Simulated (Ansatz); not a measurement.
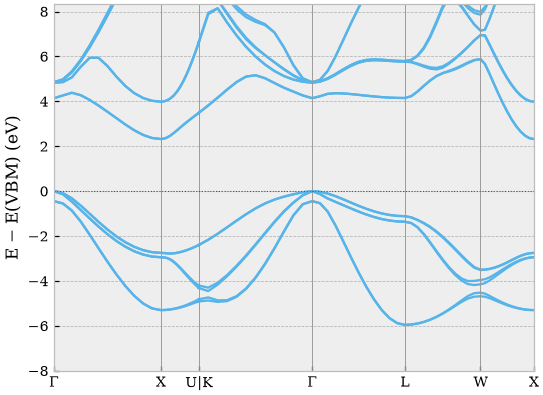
Figure. Band structure from PBEsol with spin–orbit coupling (plane waves, PAW; program Ansatz)

### Question
Read off the gap and where the band edges lie.

### Answer
About 2.3 eV (2.32 eV by a search for the band edges); maximum at Γ, minimum at X.

The material is BeSe (zinc blende, space group No. 216).

Space group F-43m (zinc blende). Symmetry was held in the PBEsol relaxation.

Potentials: the later of the program's two PAW sets.
